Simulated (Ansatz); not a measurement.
Process, species as SMILES: OO (H2O2) → 2 [OH] (OH)
B3LYP-D3(BJ)/def2-TZVP geometries, fixed; electronic energies without zero-point terms.

Basis-set convergence of the bond dissociation energy at HF with Ansatz (a first-principles code). Cartesian d functions, on some or all atoms, in 6-31G*, 6-31+G*; all else is spherical. Open shells are unrestricted. No added dispersion term, no relativity. Functions are those of the species that has most. Reference: the value in aug-pcseg-3, -2.03 kcal/mol, itself unsure by roughly 0.19 kcal/mol (its mean distance from aug-cc-pVQZ, def2-QZVPPD, pcseg-3). Deviations are taken from unrounded values.

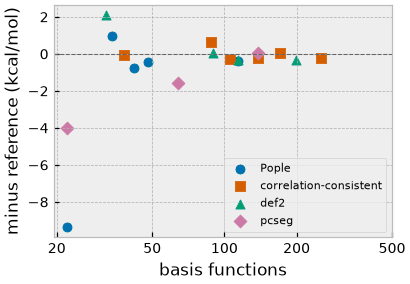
*Deviation from the reference against the number of basis functions, by family of sets.*

```csv
basis,functions,bond dissociation energy (kcal/mol),minus reference (kcal/mol)
6-31G,22,-11.37,-9.33
pcseg-0,22,-6.03,-4.00
def2-SV(P),32,0.06,2.10
6-31G*,34,-1.06,0.97
cc-pVDZ,38,-2.10,-0.07
6-31+G*,42,-2.77,-0.74
6-311G**,48,-2.45,-0.42
aug-pcseg-1,64,-3.62,-1.59
cc-pVTZ,88,-1.38,0.65
def2-TZVPP,90,-1.99,0.04
jun-cc-pV(T+d)Z,106,-2.32,-0.29
"6-311++G(3df,3pd)",114,-2.44,-0.41
def2-TZVPPD,114,-2.38,-0.35
aug-cc-pVTZ,138,-2.25,-0.21
aug-pcseg-2,138,-2.01,0.03
cc-pVQZ,170,-1.97,0.06
def2-QZVPPD,198,-2.34,-0.31
aug-cc-pVQZ,252,-2.26,-0.23
```
